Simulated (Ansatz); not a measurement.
Consider LiCl in the rock salt structure (space group Fm-3m, No. 225; a = 5.150 Å).

The change: the cell is scaled by 0.9900 in all directions, atoms relaxed at fixed cell.

Level of theory: Kohn–Sham DFT with the PBE functional, run in Ansatz (a quantum-chemistry and plane-wave program) with PAW and 420 eV plane waves, scalar-relativistic without spin-orbit coupling.

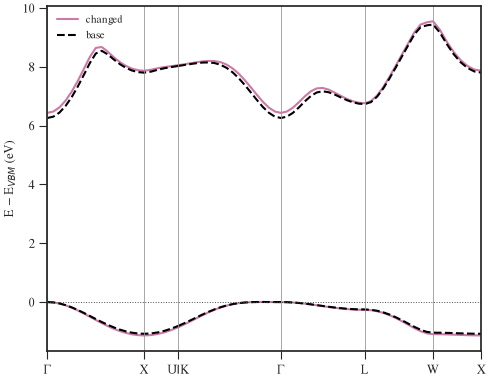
Figure: Highest valence and lowest conduction band along the path, each from its own valence-band maximum

Problem. From the figure, how large is the changed gap, and is it direct?

Solution. About 6.4 eV, direct at Γ.

The cells carry an imposed strain or load. Gaps are read on the SCF mesh and a high-symmetry path. No phonon test of stability was made.
